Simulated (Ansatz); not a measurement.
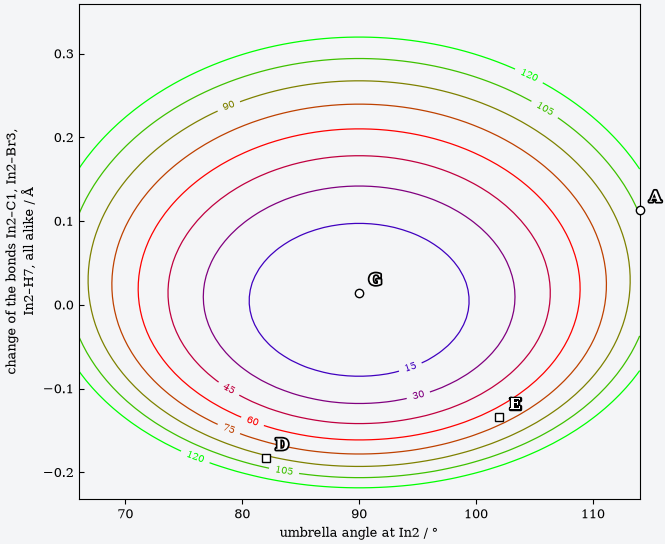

CH4BrIn, SMILES [CH3][InH][Br]. First axis: umbrella angle at In2 (between each of its bonds and their common axis; 90 is planar). Second axis: change of the bonds In2–C1, In2–Br3, In2–H7, all alike. Nothing is relaxed (all other coordinates rigid). The grid has 13 × 13 points. Points are written as (first, second). Energies: kJ/mol, counted from the relaxed molecule at the same level. Computed with Ansatz 0.2.0, RKS PBE0-D4/def2-TZVP.

The picture shows contour lines labelled in kJ/mol (none above 120), lettered points. Between grid points the surface is interpolated.

Question: Is A the lowest point of the computed grid?

Answer: No. A lies 106 kJ/mol above the lowest grid point, which is at (90°, 0.014 Å).

Question: What kind of point is each of D, E, G: minimum, saddle, maximum or slope?

Answer: D: on a slope; E: on a slope; G: minimum. (In these two coordinates alone; a stationary point may lie a little off the grid point.)

Question: Rank the lettered points by energy, lowest first.

Answer: G (0.35 kJ/mol), E (68 kJ/mol), D (93 kJ/mol), A (106 kJ/mol).
